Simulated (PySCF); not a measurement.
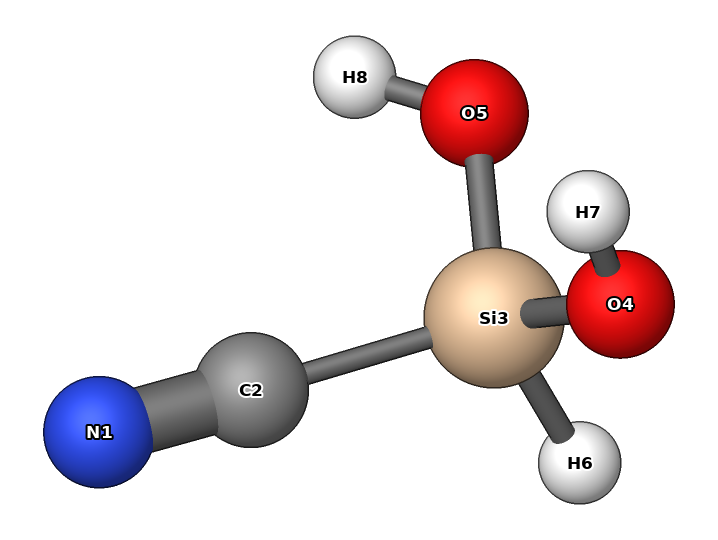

The thickness of each stick grows with its Mayer bond order. The computed structure is the end point of a PBE0-D3(BJ)/def2-SVP optimisation. No frequency run is at hand to confirm it as a minimum. Method: PBE0/pcSseg-1 (PySCF 2.14.0).

Question. Which bond has the lowest Mayer bond order?

Answer. C2–Si3, 0.77, at 1.871 Å.

List the Mayer bond orders of N1–C2, C2–Si3, Si3–O4, Si3–O5, Si3–H6, O4–H7, O5–H8.

```csv
bond,Mayer order,length (Å)
N1–C2,2.92,1.160
C2–Si3,0.77,1.871
Si3–O4,1.09,1.640
Si3–O5,1.05,1.648
Si3–H6,0.91,1.474
O4–H7,0.92,0.962
O5–H8,0.92,0.962
```
